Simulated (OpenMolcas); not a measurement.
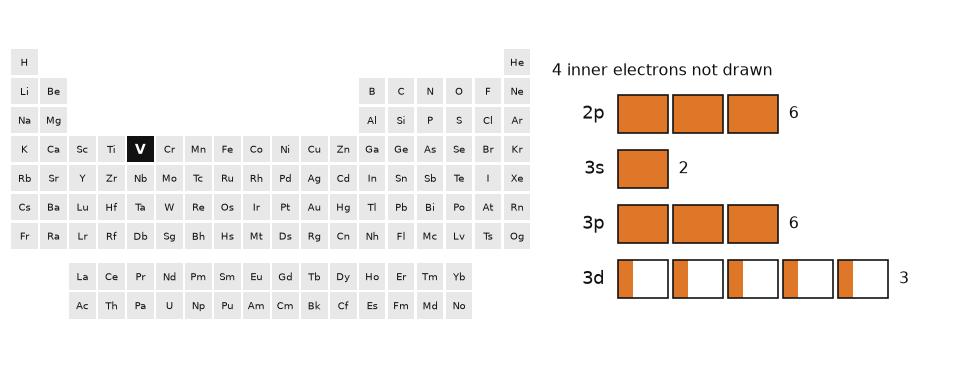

Left, the place of vanadium in the periodic table; right, the outer shells of the leading configuration of the lowest level: a box for each of the 2l + 1 orbitals, shaded by the share of the shell that is filled, with the electron count at the right.

# V²⁺ complex: multiconfigurational calculation (part 1 of 2)

V²⁺ with 6 ligands (S; octahedron, 2.47 Å), neutralised by 6 outer point charges of +1.7 e, whose field is part of the energies. Computed at this level: state-averaged CASSCF, active space 3 electrons in the shell 3d, basis ANO-RCC-VTZP on the metal and ANO-RCC-VDZP on the ligands, DKH2 scalar Hamiltonian, spin-orbit coupling by RASSI with atomic mean-field integrals (OpenMolcas).

## Summary

- outcome: converged
- energy of the lowest spin-free term: −3346.17302 hartree
- energy of the lowest spin-orbit level: −3346.17317 hartree
- largest spread among components of a term: 0.0 cm⁻¹
- hardware: 1 thread of Arm Neoverse V2, 24 GiB of memory available, shared host
- wall time: 43 s
- peak memory: 0.2 GiB

## Notes

Without dynamic correlation the splittings between terms come out too large, often by 20 to 50 %. To bear in mind: covalent bonds, ligand orbitals missing from the active space; bare point charges leave oxide and sulfide ligands too diffuse, field too small; distances are set from ionic radii, not optimised.

## The input
```
&GATEWAY
Coord
7

V 0.0 0.0 0.0
S 2.470000 0.000000 0.000000
S 0.000000 2.470000 0.000000
S -2.470000 0.000000 0.000000
S 0.000000 -2.470000 0.000000
S 0.000000 0.000000 2.470000
S 0.000000 0.000000 -2.470000
Basis=V.ANO-RCC-VTZP,S.ANO-RCC-VDZP
Group=XYZ
NoMove
AngMom=0.0 0.0 0.0
AMFI
RICD
XField
3 Angstrom 0
4.870000 0.000000 0.000000 1.666667
0.000000 4.870000 0.000000 1.666667
0.000000 0.000000 4.870000 1.666667
&SEWARD
&RASSCF
FileOrb=start.orb
Symmetry=1
Spin=4
nActEl=3 0 0
Inactive=30 33
Ras2=5 0
CIRoot=10 10 1
SDav=10
CIMx=300
Iter=150 100
PrWF=0.3
OrbListing=Nothing
MaxOrb=0
LevShft=1.0
>>> COPY $Project.JobIph JOB001
&RASSCF
FileOrb=start.orb
Symmetry=1
Spin=2
nActEl=3 0 0
Inactive=30 33
Ras2=5 0
CIRoot=40 40 1
SDav=40
CIMx=300
Iter=150 100
PrWF=0.3
OrbListing=Nothing
MaxOrb=0
LevShft=1.0
>>> COPY $Project.JobIph JOB002
&RASSI
NrOfJobIphs=2 10 40
1 2 3 4 5 6 7 8 9 10
1 2 3 4 5 6 7 8 9 10 11 12 13 14 15 16 17 18 19 20 21 22 23 24 25 26 27
28 29 30 31 32 33 34 35 36 37 38 39 40
IphNames
JOB001
JOB002
EJob
SpinOrbit
DIPRint=1.0
SOCoupling=1000.0
Subsets=2
Property=9
'ANGMOM' 1 'ANGMOM' 2 'ANGMOM' 3 'MLTPL  1' 1 'MLTPL  1' 2 'MLTPL  1' 3
'AMFI' 1 'AMFI' 2 'AMFI' 3
SOProperty=3
'ANGMOM' 1 'ANGMOM' 2 'ANGMOM' 3
```

The file start.orb holds starting orbitals from an earlier step. A driver script formed the levels outside the program, from RASSI's spin-orbit matrix and the active-space energies, averaged over the components of each term or state.

Command:
```bash
OMP_NUM_THREADS=1 MOLCAS_MEM=2457 MOLCAS_PROJECT=a pymolcas a.inp > a.log  # once for each step of the input, in one work folder
```

## Log (extracts)
```
--- SEWARD ---
Basis set label: V.ANO-RCC...6S5P3D2F1G.

      Electronic valence basis set:
      ------------------
      Associated Effective Charge  23.000000 au
      Associated Actual Charge     23.000000 au
      Nuclear Model: Point charge

      Shell  nPrim  nBasis  Cartesian Spherical Contaminant
         s      21       6        X
         p      15       5        X
         d      10       3                 X
         f       6       2                 X
         g       4       1                 X
                  Relativistic Douglas-Kroll-Hess integrals:
                    - DKH order of Hamiltonian: 2
                    - DKH order of Properties : 0
                  Atomic mean-field integrals
--- RASSCF ---
Wave function specifications:
      -----------------------------

      Number of closed shell electrons         126
      Number of electrons in active shells       3
      Max number of holes in RAS1 space          0
      Max nr of electrons in RAS3 space          0
      Number of inactive orbitals               63
      Number of active orbitals                  5
      Number of secondary orbitals              99
      Spin quantum number                      1.5
      State symmetry                             1
Orbital specifications:
      -----------------------

      Symmetry species                           1   2
                                                ag  au
      Frozen orbitals                            0   0
      Inactive orbitals                         30  33
      Active orbitals                            5   0
      RAS1 orbitals                              0   0
      RAS2 orbitals                              5   0
      RAS3 orbitals                              0   0
      Secondary orbitals                        49  50
      Deleted orbitals                           0   0
      Number of basis functions                 84  83
      Number of CSFs                            10
      Number of root(s) required                10
      Iter CI   SX   CI       RASSCF       Energy    max ROT     max BLB   max BLB  Level Ln srch  Step   QN
          iter iter root      energy       change     param      element    value   shift minimum  type update
 Nr of preliminary CI iterations:   1
      Total energies have been shifted. Add                -3000.00 au
        1   1   14    0  -343.82840180    0.00E+00  -9.00E-02   33  78 2 -4.22E-01*  1.16   0.00    SX    NO
        2   1   14    0  -345.09843130   -1.27E+00* -7.75E-02   30  79 1 -2.94E-01*  1.09   0.00    SX    NO
        3   1   14    0  -345.67995794   -5.82E-01*  5.68E-02   30  79 1 -1.88E-01*  1.01   0.00    SX    NO
        4   1   14    0  -345.91364954   -2.34E-01*  3.81E-02   30  79 1 -1.14E-01*  0.96   0.00    SX    NO
        5   1   14    0  -346.01361958   -1.00E-01*  3.98E-02   11  58 2 -7.52E-02*  0.93   2.50    LS   YES
        6   1   14    0  -346.07456965   -6.10E-02*  3.33E-02   17  68 1  3.97E-02*  0.90   1.81    QN   YES
        7   1   13    0  -346.11290536   -3.83E-02* -2.47E-02   17  68 1  3.86E-02*  0.88   1.94    LS   YES
        8   1   13    0  -346.12425081   -1.13E-02*  1.25E-02   17  68 1  3.78E-02*  0.87   1.27    QN   YES
        9   1   13    0  -346.13659385   -1.23E-02*  1.40E-02    9  58 2  2.17E-02*  0.87   2.30    LS   YES
       10   1   13    0  -346.14227329   -5.68E-03*  6.49E-03    9  58 2  2.11E-02*  0.87   1.16    QN   YES
        ...
       22   1    8    0  -346.14549713   -4.69E-08*  2.55E-05    3  57 1  7.08E-05   0.87   1.10    QN   YES
       23   1    7    0  -346.14549718   -5.07E-08*  2.48E-05    3  57 1  3.71E-05   0.87   1.97    LS   YES
       24   1    7    0  -346.14549720   -1.67E-08*  1.22E-05   32  81 2  2.82E-05   0.87   0.99    QN   YES
       25   1    6    0  -346.14549720   -8.07E-09  -9.95E-06    8  36 1  1.41E-05   0.87   1.77    QN   YES
      Convergence after 25 iterations
       26   1    6    0  -346.14549721   -4.17E-09  -9.95E-06    8  36 1  5.96E-06   0.87   1.77    QN   YES
      Natural orbitals and occupation numbers for root  1
      sym 1:   1.000000   1.000000   0.000000   1.000000  -0.000000
      Natural orbitals and occupation numbers for root  2
      sym 1:   0.000068   1.000000   0.000068   0.999932   0.999932
      Natural orbitals and occupation numbers for root  3
      sym 1:   0.999920   1.000000   0.999920   0.000080   0.000080
::    RASSCF root number  1 Total energy:  -3346.17301740
::    RASSCF root number  2 Total energy:  -3346.16535678
::    RASSCF root number  3 Total energy:  -3346.16535678
::    RASSCF root number  4 Total energy:  -3346.16535678
::    RASSCF root number  5 Total energy:  -3346.15876486
::    RASSCF root number  6 Total energy:  -3346.15876486
::    RASSCF root number  7 Total energy:  -3346.15876486
::    RASSCF root number  8 Total energy:  -3346.10319659
::    RASSCF root number  9 Total energy:  -3346.10319659
::    RASSCF root number 10 Total energy:  -3346.10319659
--- RASSCF ---
Wave function specifications:
      -----------------------------

      Number of closed shell electrons         126
      Number of electrons in active shells       3
      Max number of holes in RAS1 space          0
      Max nr of electrons in RAS3 space          0
      Number of inactive orbitals               63
      Number of active orbitals                  5
      Number of secondary orbitals              99
      Spin quantum number                      0.5
      State symmetry                             1
Orbital specifications:
      -----------------------

      Symmetry species                           1   2
                                                ag  au
      Frozen orbitals                            0   0
      Inactive orbitals                         30  33
      Active orbitals                            5   0
      RAS1 orbitals                              0   0
      RAS2 orbitals                              5   0
      RAS3 orbitals                              0   0
      Secondary orbitals                        49  50
      Deleted orbitals                           0   0
      Number of basis functions                 84  83
      Number of CSFs                            40
      Number of root(s) required                40
      Iter CI   SX   CI       RASSCF       Energy    max ROT     max BLB   max BLB  Level Ln srch  Step   QN
          iter iter root      energy       change     param      element    value   shift minimum  type update
 Nr of preliminary CI iterations:   1
      Total energies have been shifted. Add                -3000.00 au
        1   1   11    0  -346.05820488    0.00E+00  -1.15E-02   35  41 1 -9.94E-03*  0.84   0.00    SX    NO
        2   1   11    0  -346.05952005   -1.32E-03*  4.54E-03   19  44 2 -8.98E-03*  0.83   0.00    SX    NO
        3   1   11    0  -346.05996703   -4.47E-04*  3.39E-03   24  35 1 -3.61E-03*  0.83   0.00    SX    NO
        4   1   10    0  -346.06015276   -1.86E-04*  2.14E-03   24  35 1 -2.64E-03*  0.83   0.00    SX    NO
        5   1   10    0  -346.06023570   -8.29E-05*  3.15E-03   24  35 1 -1.82E-03*  0.83   2.50    LS   YES
        6   1   10    0  -346.06029950   -6.38E-05*  1.33E-03   24  35 1 -6.21E-04*  0.83   1.43    LS   YES
        7   1   10    0  -346.06030579   -6.29E-06*  2.97E-04   19  44 2  9.60E-04*  0.83   1.01    QN   YES
        8   1    9    0  -346.06030809   -2.30E-06*  2.70E-04   32  38 1  1.89E-04*  0.82   1.91    LS   YES
        9   1    9    0  -346.06030876   -6.68E-07* -2.09E-04   19  44 2 -5.44E-04*  0.82   0.98    QN   YES
       10   1    8    0  -346.06030917   -4.10E-07* -3.35E-05   24  35 1  5.61E-05   0.83   1.08    QN   YES
       11   1    7    0  -346.06030921   -3.95E-08* -2.59E-05   24  35 1  3.77E-05   0.83   1.77    LS   YES
       12   1    7    0  -346.06030922   -1.19E-08*  1.90E-05   18  57 1 -3.82E-05   0.83   1.21    QN   YES
       13   1    7    0  -346.06030923   -6.52E-09   1.51E-05   28  36 2 -1.47E-05   0.83   1.63    QN   YES
      Convergence after 13 iterations
       14   1    7    0  -346.06030923   -3.71E-09   1.51E-05   28  36 2 -8.08E-06   0.83   1.63    QN   YES
      Natural orbitals and occupation numbers for root  1
      sym 1:   0.785413   0.918052   0.205044   0.856351   0.235139
      Natural orbitals and occupation numbers for root  2
      sym 1:   0.850193   0.788492   0.235139   0.921131   0.205044
      Natural orbitals and occupation numbers for root  3
      sym 1:   0.800287   0.720833   0.477118   0.800287   0.201475
::    RASSCF root number  1 Total energy:  -3346.10448005
::    RASSCF root number  2 Total energy:  -3346.10448005
::    RASSCF root number  3 Total energy:  -3346.10385188
::    RASSCF root number  4 Total energy:  -3346.10385188
::    RASSCF root number  5 Total energy:  -3346.10385188
::    RASSCF root number  6 Total energy:  -3346.10378843
::    RASSCF root number  7 Total energy:  -3346.10378843
::    RASSCF root number  8 Total energy:  -3346.10378843
::    RASSCF root number  9 Total energy:  -3346.10272133
::    RASSCF root number 10 Total energy:  -3346.08691354
::    RASSCF root number 11 Total energy:  -3346.08691354
::    RASSCF root number 12 Total energy:  -3346.08691354
::    RASSCF root number 13 Total energy:  -3346.08513488
::    RASSCF root number 14 Total energy:  -3346.08513488
::    RASSCF root number 15 Total energy:  -3346.08513488
::    RASSCF root number 16 Total energy:  -3346.08292264
::    RASSCF root number 17 Total energy:  -3346.08292264
::    RASSCF root number 18 Total energy:  -3346.08292264
::    RASSCF root number 19 Total energy:  -3346.08070940
::    RASSCF root number 20 Total energy:  -3346.08070940
::    RASSCF root number 21 Total energy:  -3346.08021883
::    RASSCF root number 22 Total energy:  -3346.08021883
::    RASSCF root number 23 Total energy:  -3346.08021883
::    RASSCF root number 24 Total energy:  -3346.07757075
::    RASSCF root number 25 Total energy:  -3346.07757075
::    RASSCF root number 26 Total energy:  -3346.07757075
::    RASSCF root number 27 Total energy:  -3346.07225413
::    RASSCF root number 28 Total energy:  -3346.07225413
::    RASSCF root number 29 Total energy:  -3346.02703148
::    RASSCF root number 30 Total energy:  -3346.02637438
```

(Continued in part 2.)
